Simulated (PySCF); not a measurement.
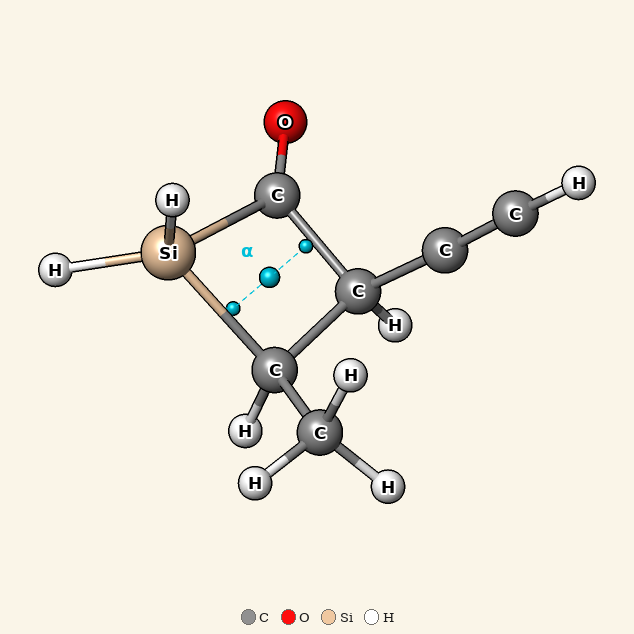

The small points mark where nucleus-independent chemical shifts (NICS) were computed: at the centre of each lettered ring and 1 Å above and below it. The computed structure is the end point of a GFN2-xTB optimisation. No frequency run is at hand to confirm it as a minimum. Method: GIAO PBE0/pcSseg-1 NMR shielding, non-relativistic, gas phase (PySCF 2.14.0).

Give NICS(0), NICS(1) and the out-of-plane component NICS(1)zz for each ring (means of the two sides).

| ring | members | NICS(0) | NICS(1) | NICS(1)zz |
| --- | --- | --- | --- | --- |
| α | C3Si | 7.7 | −0.9 | 1.3 |

Values in ppm.

The geometry is semi-empirical. Around Si such bond lengths and angles can be off by a tenth of an ångström or more and by several degrees, and values that hang on the shape move with them.
